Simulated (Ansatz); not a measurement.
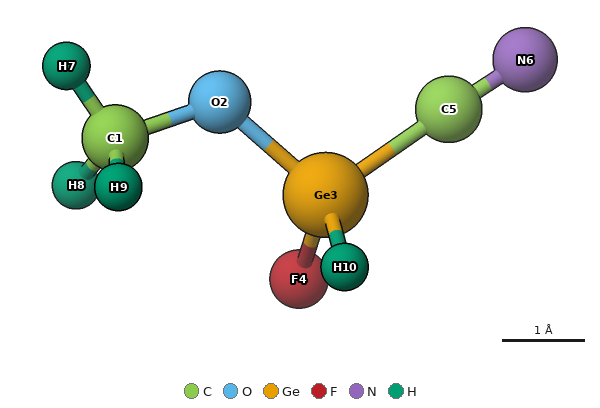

Fig. 1: The structure as given in the input (ball-and-stick view, seen at a tilt; atoms are numbered from 1 in the order of the input). Sticks mark near contacts.

# What a change does: single-point calculation on C$_{2}$H$_{4}$FGeNO

System: C$_{2}$H$_{4}$FGeNO, SMILES C[O][GeH]([F])[C]#N.
Method of run A: RKS SPW92/def2-TZVPP (Ansatz 0.2.0).

The geometry comes from this level: PBE0-D4/def2-TZVP. Text and figures count atoms from 1; the logs count them from 0 in places.

## Input file, run A
```yaml
crystal:
  periodic: [false, false, false]
  atoms:
    - {symbol: C, position_ang: [0.376774, -1.730111, 0.231611]}
    - {symbol: O, position_ang: [-0.094659, -0.465586, 0.666900]}
    - {symbol: Ge, position_ang: [-0.044433, 0.903699, -0.410288]}
    - {symbol: F, position_ang: [-1.168618, 0.655849, -1.696358]}
    - {symbol: C, position_ang: [-0.720659, 2.364749, 0.620470]}
    - {symbol: N, position_ang: [-1.087511, 3.271513, 1.225906]}
    - {symbol: H, position_ang: [0.403903, -2.383496, 1.104182]}
    - {symbol: H, position_ang: [-0.291358, -2.167830, -0.515679]}
    - {symbol: H, position_ang: [1.388642, -1.670473, -0.186312]}
    - {symbol: H, position_ang: [1.321017, 1.170587, -1.037531]}
basis:
  gaussian: {orbitals: def2-TZVPP}
hamiltonian: {xc: lda}
output: {orbitals: {seedname: orbitals}}
```

Hardware: 4 CPU threads, shared host.

## Output (run A)
```
Functional definition: SPW92
  exchange = slater_x
  correlation = pw_c
1416 factors; their error is unknown
mean field evaluation 1: about -64751.0803 eV, gradient 9.1e1 eV
mean field evaluation 2: about -64678.6142 eV, gradient 2.1e2 eV
mean field evaluation 4: about -64764.6501 eV, gradient 2.6e1 eV
mean field evaluation 8: about -64765.8451 eV, gradient 4.4e-1 eV
mean field evaluation 16: about -64765.8168 eV, gradient 1.2e-3 eV
mean field -64765.81684791 eV, -2380.0998693135 hartree, gradient 8.4e-5 eV, S^2 0.000000; 0 other end points of the search recorded, 0 dependent functions left out
reference -64765.81688590 eV, -2380.0998707093 hartree; 36, 36 occupied and 223, 223 virtual orbitals, 1416 factors
Total energy: -64765.81688590 eV, -2380.0998707093 hartree
```

The input of run B differs as follows (lines with − go, lines with + come):
```diff
-hamiltonian: {xc: lda}
+hamiltonian: {xc: {name: B97M-V}}
```

How does run B compare with run A?

The total energies belong to different methods, so their difference says nothing on which is more stable or more accurate. The HOMO goes from −7.58 to −7.90 eV. The LUMO goes from −2.32 to −1.79 eV.

## Output (run B)
```
Functional definition: B97M-V
  parameter cx00 = 1.000
  parameter cx01 = 1.308
  parameter cx02 = 1.901
  parameter cx10 = 0.416
  parameter cx11 = 3.070
  parameter css00 = 1.000
  parameter css02 = -1.855
  parameter css10 = -5.668
  parameter css32 = -20.497
  parameter css42 = -20.364
  parameter cos00 = 1.000
  parameter cos01 = 1.573
  parameter cos03 = -6.298
  parameter cos10 = 2.535
  parameter cos32 = -6.427
  parameter b = 6.0
  parameter c = 0.01
  gx(w, u) = cx00 + cx01*u + cx02*u^2 + (cx10 + cx11*u)*w
  gss(w, u) = css00 + css02*u^2 + css10*w + (css32*w^3 + css42*w^4)*u^2
  gos(w, u) = cos00 + cos01*u + cos03*u^3 + cos10*w + cos32*w^3*u^2
  exchange = spin_sum(e_x_unif_s*gx(b97_w, b97_u_x))
  correlation = spin_sum(e_c_pw_mod_same_spin*gss(b97_w, b97_u_same))
      + integral(e_c_pw_mod_opposite_spin*gos(b97_w_opposite, b97_u_opposite)) + vv10(b, c)
1416 factors; their error is unknown
mean field evaluation 1: about -64891.5682 eV, gradient 7.9e1 eV
mean field evaluation 2: about -64850.7296 eV, gradient 1.6e2 eV
mean field evaluation 4: about -64902.6614 eV, gradient 1.8e1 eV
mean field evaluation 8: about -64903.2663 eV, gradient 1.8e-1 eV
mean field evaluation 16: about -64903.2440 eV, gradient 5.4e-4 eV
mean field -64903.24395677 eV, -2385.1502224124 hartree, gradient 6.1e-5 eV, S^2 0.000000; 0 other end points of the search recorded, 0 dependent functions left out
reference -64903.24401559 eV, -2385.1502245740 hartree; 36, 36 occupied and 223, 223 virtual orbitals, 1416 factors
Total energy: -64903.24401559 eV, -2385.1502245740 hartree
```

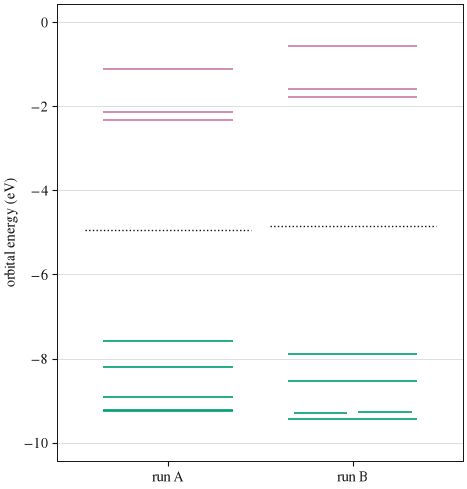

Fig. 2: The five highest filled and three lowest empty orbital energies of the two runs; the dotted lines part filled from empty levels. The HOMO–LUMO gap is 5.26 eV in run A and 6.11 eV in run B.

## The two runs side by side

| quantity | run A | run B |
| --- | --- | --- |
| outcome | converged | converged |
| total energy (hartree) | −2380.099871 | −2385.150225 |
| HOMO (eV) | −7.58 | −7.90 |
| LUMO (eV) | −2.32 | −1.79 |
| basis functions | 259 | 259 |
| wall time (shared host) | 1.6 s | 8 s |
